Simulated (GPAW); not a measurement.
Two runs for the B K edge of atom 5 in YCo3B2 (P6/mmm). Run A: GPAW, LDA, excited-electron core hole (neutral cell), 18-atom cell with 5.9 Å between holes, 4×4×4 k points, dipole transitions, Gaussian full width 0.9 eV up to 4 eV, rising linearly to 3.5 eV at 25 eV. Run B differs in one choice.

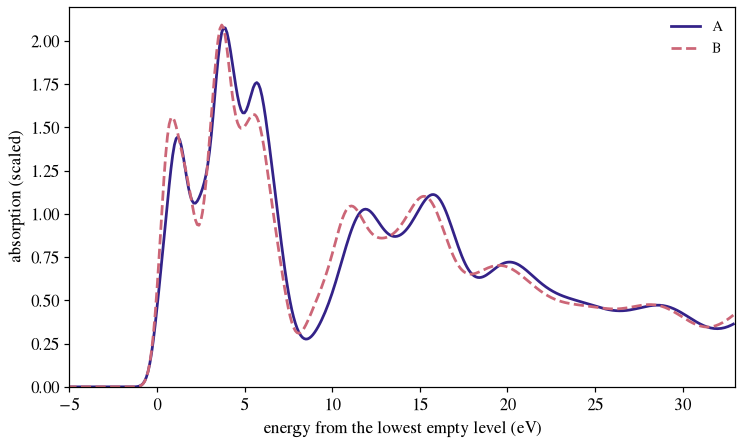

Energy from the lowest empty level; intensity scaled to a mean of 1 over the first 20 eV.

**Question.** What was changed?
a) the volume of the cell
b) the broadening
c) the size of the supercell
d) the plane-wave cutoff

(c): run B changes the supercell atoms from 18 to 6, and the k mesh follows the cell. The scaled spectrum changes by 12 % r.m.s. The highest intensity below 16 eV goes from 3.8 eV (2.08) to 3.7 eV (2.09). Other settings could leave a like mark; this is the one that was changed.

[Hosts, paths, dates, database ids (printed as entryN), source tags and the programs' standing remarks are cut or masked in the printed files.]

[Lists of maxima count a maximum above −3 eV only where it reaches 4 % of the highest in the window and stands out from its surroundings by 2 % of it (1.5 % where it reaches 55 %); shoulders and weaker maxima are passed over, and of the rest the first, up to two pre-edge ones and the few strongest are named.]
